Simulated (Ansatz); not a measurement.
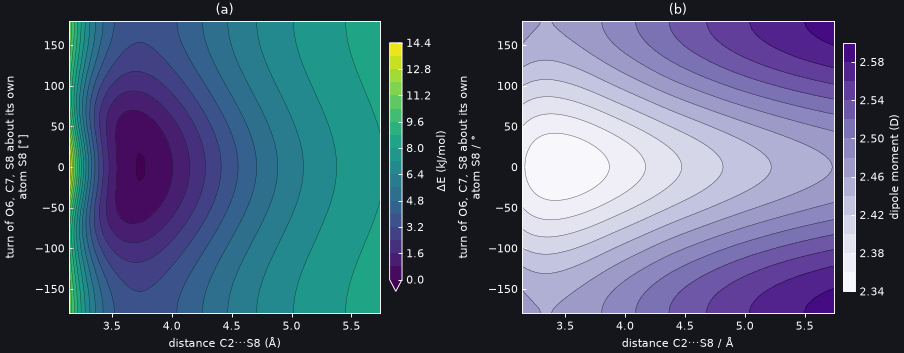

The pair CH₂F₂···COS. 
- The turn is about an axis along (−0.21, 0.94, 0.27) in the frame of the relaxed pair, normal to the line between the partners.
- The first coordinate is: distance C2···S8; the second: turn of O6, C7, S8 about its own atom S8.
- The grid has 13 × 12 points.
- Points are written as (first, second).
- All energies are given in kJ/mol relative to the lowest grid point.
- Method: RKS PBE-D4/def2-SVPD in Ansatz.

Panel (a) is the energy and panel (b) the computed dipole moment on the same grid.

Drawn: filled contours. Between grid points the surface is interpolated.

How does the dipole moment vary over the map, and what is it at the lowest grid point?

Answer. Leaving out the highest fifth of the energies, it runs from 2.34 D at (3.514 Å, 0°) to 2.57 D at (5.443 Å, 150°). At the lowest grid point, (3.700 Å, 0°), it is 2.35 D.

```csv
"second ↓, first →",3.141,3.221,3.353,3.514,3.700,3.904,4.126,4.364,4.615,4.879,5.155,5.443,5.741
150,2.46,2.45,2.45,2.46,2.47,2.48,2.49,2.51,2.53,2.54,2.56,2.57,2.58
120,2.44,2.43,2.43,2.43,2.44,2.46,2.47,2.49,2.51,2.52,2.54,2.55,2.56
90,2.41,2.41,2.40,2.41,2.42,2.43,2.44,2.46,2.48,2.49,2.50,2.52,2.53
60,2.39,2.38,2.38,2.38,2.39,2.40,2.41,2.43,2.44,2.46,2.47,2.48,2.49
30,2.37,2.36,2.35,2.35,2.36,2.37,2.39,2.40,2.42,2.43,2.45,2.46,2.47
0,2.36,2.35,2.34,2.34,2.35,2.36,2.38,2.39,2.41,2.42,2.44,2.45,2.46
−30,2.37,2.36,2.35,2.35,2.36,2.37,2.39,2.40,2.42,2.43,2.45,2.46,2.47
−60,2.39,2.38,2.38,2.38,2.39,2.40,2.41,2.43,2.44,2.46,2.47,2.48,2.50
−90,2.41,2.41,2.40,2.41,2.42,2.43,2.44,2.46,2.48,2.49,2.50,2.52,2.53
−120,2.44,2.43,2.43,2.44,2.44,2.46,2.47,2.49,2.51,2.52,2.54,2.55,2.56
−150,2.46,2.45,2.45,2.46,2.47,2.48,2.49,2.51,2.53,2.54,2.56,2.57,2.58
−180,2.47,2.46,2.46,2.46,2.47,2.49,2.50,2.52,2.54,2.55,2.57,2.58,2.59
```
